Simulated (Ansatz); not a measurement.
**triplet B2H2S2O at 6 levels**

Wanted: a comparison of 6 runs (UB3LYP/6-31G*, U-r2SCAN/cc-pVDZ, UBLYP/cc-pVDZ, UPBE/cc-pVDZ, UCCSD/cc-pVDZ) of triplet B2H2S2O. 

The calculation is run with Ansatz 0.2.0.

67 further runs of the same task are left out: 67 set aside as unsound or not needed. Runs told in other sessions of the task aren't counted.

### 1 The system as given

B2H2S2O has 7 atoms, charge 0, and is taken as a triplet. As SMILES of the parent species, `SB1OBS1`. Geometry: relaxed at PBE0-D4/def2-TZVP. This is one conformer, not always the lowest. That shape belongs to the parent species and isn't relaxed for this state.

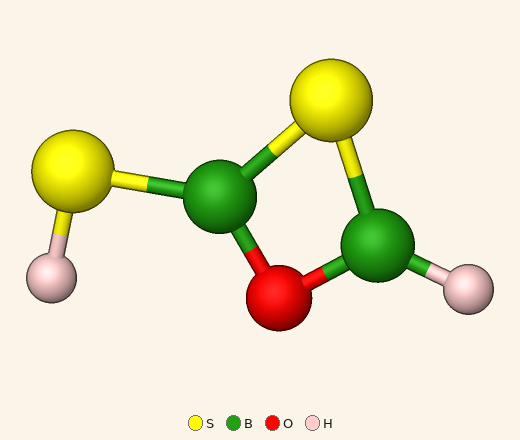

The structure, seen from a chosen angle (sulfur yellow, boron green, oxygen red, hydrogen pink).

### 2 A single-point energy at UB3LYP/6-31G(d) (spherical functions) (run 1)

The input, job.yaml:

```yaml
crystal:
  periodic: [false, false, false]
  atoms:
    - {symbol: S, position_ang: [-1.594700, 0.794600, 1.402500]}
    - {symbol: B, position_ang: [-0.211900, 0.312100, 0.389500]}
    - {symbol: O, position_ang: [-0.181400, -0.697300, -0.571400]}
    - {symbol: B, position_ang: [1.146800, -0.395600, -0.834200]}
    - {symbol: S, position_ang: [1.501400, 0.981700, 0.321000]}
    - {symbol: H, position_ang: [-2.432400, -0.120800, 0.882800]}
    - {symbol: H, position_ang: [1.833600, -0.942500, -1.636000]}
basis:
  gaussian:
    orbitals: 6-31G_st_-spherical.json
magnetization:
  spin_polarized: true
  initial_magnetization: 2
hamiltonian:
  xc: {name: B3LYP}
accuracy: high
output:
  orbitals: {seedname: orbitals}
```

The basis set 6-31G* is read from a file made from the Basis Set Exchange's data (not shown).

Command:

```bash
$ ansatz run job.yaml --threads 1 --pin off --max-ram 2610MiB --events-out events.jsonl --progress --plain --runs-dir runs
```

What it wrote:

```text
Warning: RAYON_NUM_THREADS=1 ignored (pool sized by the plan → 1); use --threads N
Functional definition: B3LYP
  name "B3LYP"
  parameter a0 = 0.2
  parameter ax = 0.72
  parameter ac = 0.81
  exchange = (1 - a0 - ax)*slater_x + ax*b88_x + a0*exact_x
  correlation = (1 - ac)*vwn_rpa_c + ac*lyp_c
1840 factors; integrals over basis functions are off by at most 3.2e-9 eV
mean field evaluation 1: about -25095.7611 eV, gradient 3.4e1 eV
mean field evaluation 2: about -25046.3222 eV, gradient 1.0e2 eV
mean field evaluation 4: about -25101.0229 eV, gradient 6.0e0 eV
mean field evaluation 8: about -25101.3171 eV, gradient 1.2e0 eV
mean field evaluation 16: about -25101.5266 eV, gradient 8.4e-3 eV
mean field evaluation 32: about -25101.5266 eV, gradient 1.5e-7 eV
mean field -25101.52659614 eV, -922.4640879822 hartree, gradient 7.8e-8 eV, S^2 2.008339; 7 other end points of the search recorded, 0 dependent functions left out
reference -25101.52663336 eV, -922.4640893502 hartree; 27, 25 occupied and 55, 57 virtual orbitals, 1840 factors
Total energy: -25101.52663336 eV, -922.4640893502 hartree
```

Run time: 22 s. Hardware: 1 thread of Arm Neoverse V2, shared host; peak memory 0.41 GiB.

### 3 The energy at UB3LYP/6-31G(d) (Cartesian functions) (run 2)

The input, input.yaml:

```yaml
crystal:
  periodic: [false, false, false]
  atoms:
    - {symbol: S, position_ang: [-1.594700, 0.794600, 1.402500]}
    - {symbol: B, position_ang: [-0.211900, 0.312100, 0.389500]}
    - {symbol: O, position_ang: [-0.181400, -0.697300, -0.571400]}
    - {symbol: B, position_ang: [1.146800, -0.395600, -0.834200]}
    - {symbol: S, position_ang: [1.501400, 0.981700, 0.321000]}
    - {symbol: H, position_ang: [-2.432400, -0.120800, 0.882800]}
    - {symbol: H, position_ang: [1.833600, -0.942500, -1.636000]}
basis:
  gaussian:
    orbitals: "6-31G*"
magnetization:
  spin_polarized: true
  initial_magnetization: 2
hamiltonian:
  xc: {name: B3LYP}
accuracy: high
output: {orbitals: {seedname: orbitals}}
```

Command:

```bash
$ ansatz run input.yaml --threads 1 --pin off --max-ram 2610MiB --events-out events.jsonl --progress --plain --runs-dir runs
```

What it wrote, cut to the lines that bear on the results:

```text
Warning: RAYON_NUM_THREADS=1 ignored (pool sized by the plan → 1); use --threads N
[... 7 set-up lines as earlier in the session ...]
1849 factors; integrals over basis functions are off by at most 3.2e-9 eV
mean field evaluation 1: about -25096.0033 eV, gradient 3.4e1 eV
mean field evaluation 2: about -25046.5512 eV, gradient 1.0e2 eV
mean field evaluation 4: about -25101.3006 eV, gradient 5.8e0 eV
mean field evaluation 8: about -25101.5664 eV, gradient 4.2e-1 eV
mean field evaluation 16: about -25101.7387 eV, gradient 4.6e-3 eV
mean field evaluation 32: about -25101.7387 eV, gradient 8.1e-7 eV
mean field -25101.73869351 eV, -922.4718824169 hartree, gradient 7.7e-8 eV, S^2 2.008360; 7 other end points of the search recorded, 0 dependent functions left out
reference -25101.73873072 eV, -922.4718837845 hartree; 27, 25 occupied and 60, 62 virtual orbitals, 1849 factors
Total energy: -25101.73873072 eV, -922.4718837845 hartree
```

Wall time 25 s (1 thread of Arm Neoverse V2, shared host); peak memory 0.43 GiB.

Runs 3 to 5 aren't shown in full; the table further down has their settings and results.

### 4 The energy at UCCSD/cc-pVDZ (run 6)

input.yaml, as its differences from that of step 3:

```diff
@@ -12,3 +12,3 @@
   gaussian:
-    orbitals: "6-31G*"
+    orbitals: cc-pVDZ
 magnetization:
@@ -16,5 +16,7 @@
   initial_magnetization: 2
-hamiltonian:
-  xc: {name: B3LYP}
+correlation:
+  method: ccsd
+  frozen_orbitals: {B: 1, H: 0, O: 1, S: 5}
 accuracy: high
-output: {orbitals: {seedname: orbitals}}
+scf:
+  omitted_lower_state_checks: [cluster_reference, increment]
```

Command:

```bash
$ ansatz run input.yaml --threads 1 --pin off --max-ram 2610MiB --events-out events.jsonl --progress --plain --runs-dir runs
```

What it wrote:

```text
Warning: RAYON_NUM_THREADS=1 ignored (pool sized by the plan → 1); use --threads N
[... 15 lines left out ...]
13 core orbitals not correlated: weight in the atoms' cores, before any rotation towards them, 1.000 or more for the frozen orbitals, at most 0.000 for the correlated occupied ones
[... 37 lines left out ...]
Total energy: -25063.54752307 eV, -921.0683827901 hartree
Checks for a lower state left out: cluster_reference, increment
```

Run time: 83 s. Hardware: 1 thread of Arm Neoverse V2, shared host; peak memory 0.89 GiB.

### 5 The series

| run | level | Cartesian functions | frozen core orbitals | energy (Eh) | HOMO energy (eV) | ⟨S²⟩ | wall time |
| --- | --- | --- | --- | --- | --- | --- | --- |
| 1 | UB3LYP/6-31G* (spherical functions) | no | – | -922.464089 | -2.74 | 2.008 | 22 s |
| 2 | UB3LYP/6-31G* (Cartesian functions) | yes | – | -922.471884 | -2.74 | 2.008 | 25 s |
| 3 | U-r2SCAN/cc-pVDZ | no | – | -922.375900 | -2.58 | 2.014 | 52 s |
| 4 | UBLYP/cc-pVDZ | no | – | -922.449091 | -2.03 | 2.005 | 28 s |
| 5 | UPBE/cc-pVDZ | no | – | -921.999421 | -2.30 | 2.006 | 31 s |
| 6 | UCCSD/cc-pVDZ | no | 13 | -921.068383 | – | 2.024 | 83 s |

### 6 Summary of results

| quantity | value |
| --- | --- |
| run 6: total energy | -921.06838 Eh |
| run 6: correlation energy (13 core orbitals frozen) | -633.6 mEh |
| run 6: ⟨S²⟩ of the reference determinant | 2.024 |
| run 6: T1 diagnostic | 0.043 |

What this shows: Totals of different functionals can't be ranked against each other. All runs together took 4 min, the longest 83 s.
